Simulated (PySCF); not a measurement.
## A study: FH, SMILES `F`

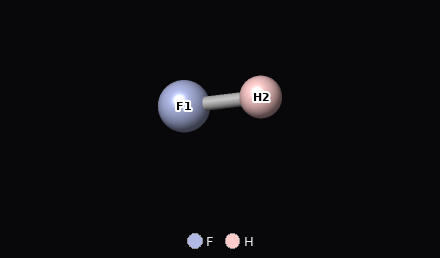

The molecule, with its atoms numbered as below. No frequency check shows the geometry to be a minimum.

Geometry (Å), atoms numbered from 1:

```
F1       0.0932    0.0000    0.0000
H2      -0.8392    0.0000    0.0000
```

### 1. Bonding charge

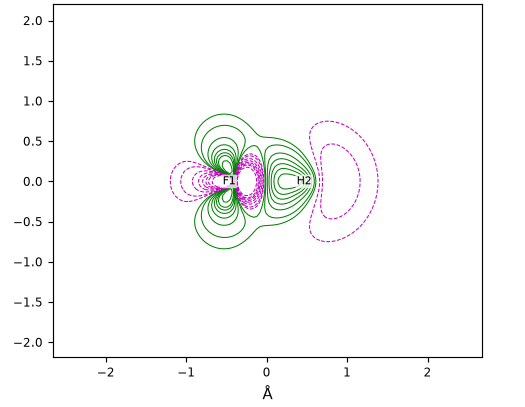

Deformation density (molecule less spherical, spin-averaged free atoms) in a plane that holds the bond; contours at ±0.05 to ±0.8 e/Å³; solid green lines: gain, dashed magenta lines: loss.

Method: PBE/aug-cc-pVDZ; geometry: GFN2-xTB; program: PySCF.

How much density has each bond in this plane gained at its critical point, relative to the free atoms?

Answer. F1–H2: +0.68 e/Å³ at the bond critical point (bond length 0.93 Å). In all, 0.4 electrons gather in the regions of gain relative to the promolecule.

### 2. Bond critical points

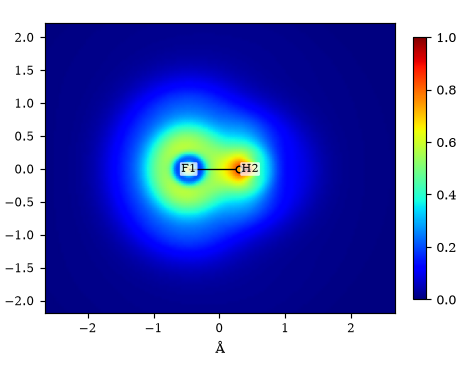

Localised orbital locator (LOL) in a plane that holds the bond, with bond paths and bond critical points (dots).

What values does LOL take at the bond critical points in this plane?

Answer. F1–H2: about 0.86. Values above 0.5 mark slow, localised electrons, as in shared pairs; low values at a critical point mark a polar or closed-shell contact whose critical point lies between the shells.

Where along F1–H2 does the critical point lie?

Answer. 0.77 Å from F1 and 0.16 Å from H2.

### 3. Electrostatic potential

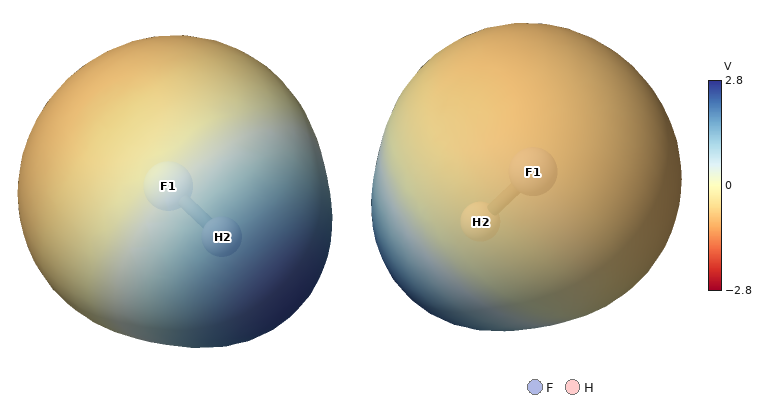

Electrostatic potential on the surface of electron density 0.001 a.u. (back view left, front view right).

Where are the extremes of the potential on the surface?

Answer. Highest: 2.77 V, 1.2 Å from H2. Further maxima include −0.77 V, 1.6 Å from F1. Lowest: −0.84 V, 1.7 Å from F1, and at like points elsewhere. The surface is sampled at points, so like sites can differ by a few per cent and only the strongest of them is named.

What volume does the surface enclose, and what is the dipole moment?

Answer. About 23 Å³; the dipole moment is 1.8 D.

### 4. Excited states

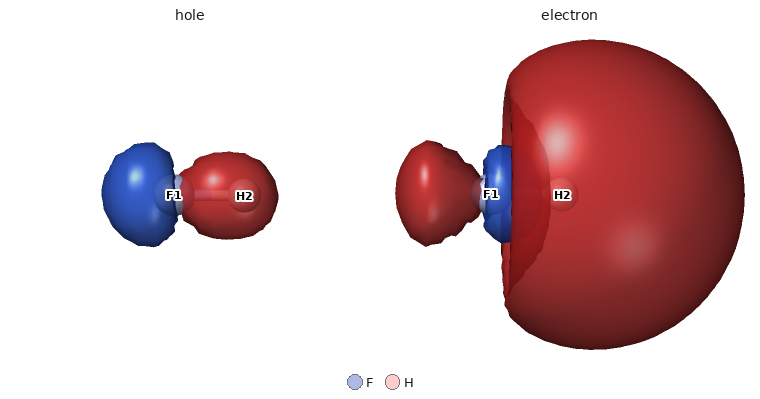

Leading natural transition orbital pair of S₃ (TDA singlet states); the surfaces enclose about 78 % of each orbital's density.

Computed with PySCF, B3LYP/def2-SVPD, geometry: GFN2-xTB.

Where does the state lie, and where do hole and electron sit?

Answer. 13.79 eV (90 nm), f = 0.151 (bright), partly diffuse acceptor orbital; the leading pair carries 81 %; hole on F1 (85 %) and H2 (15 %), electron on H2 (67 %) and F1 (33 %) (atom shares of so diffuse an orbital are rough) (shares are of the whole state, not of the leading pair alone); their centroids lie 1.1 Å apart. In canonical orbitals it is mainly HOMO−2 → LUMO (81 %). The HOMO–LUMO gap is 11.53 eV.

### 5. Localised orbitals

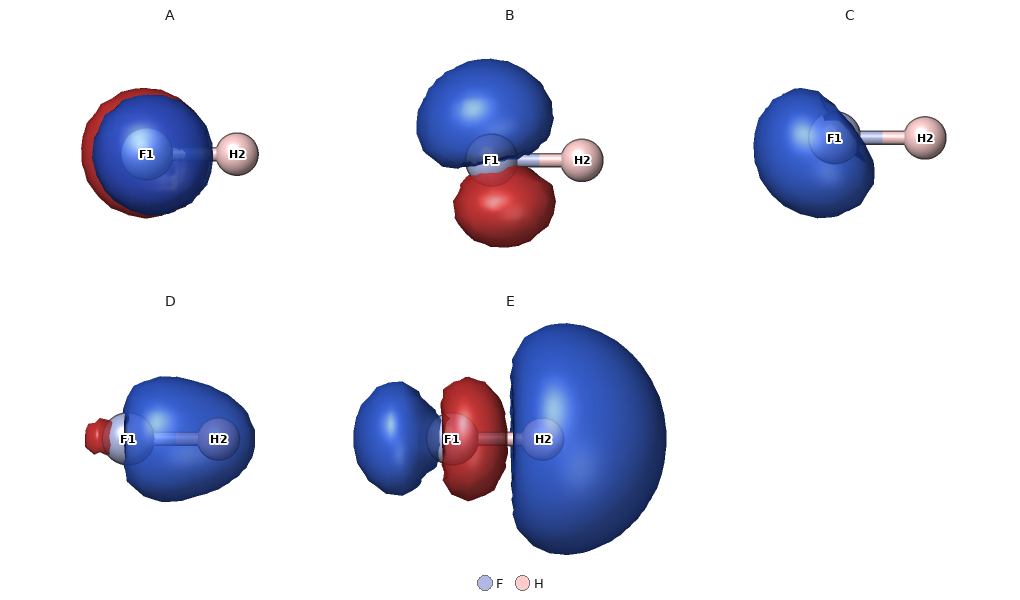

Intrinsic bond orbitals (IBO), occupied and valence-virtual; each surface holds about 80 % of the orbital's density. Energies are diagonal elements of the Fock matrix.

Method: M06-2X/6-31+G*; geometry: GFN2-xTB; program: PySCF.

Name the orbitals, with their atomic make-up and energies.

Answer. By panel:
- A: lone pair on F1 (p-type) (F1 100 %; −14.0 eV)
- B: lone pair on F1 (sp9-type) (F1 100 %; −15.7 eV)
- C: lone pair on F1 (sp0.7-type) (F1 100 %; −24.9 eV)
- D: σ bond F1–H2 (F1 73 %, H2 27 %; −27.1 eV)
- E: σ* orbital H2–F1, mostly on H2 (H2 73 %, F1 27 %; 6.1 eV)

The PySCF runs shown took 2.5 s, 4.6 s and 1.4 s on 1 thread of Intel(R) Xeon(R) Platinum 8259CL CPU @ 2.50GHz (Skylake/Cascade Lake), on a shared host.
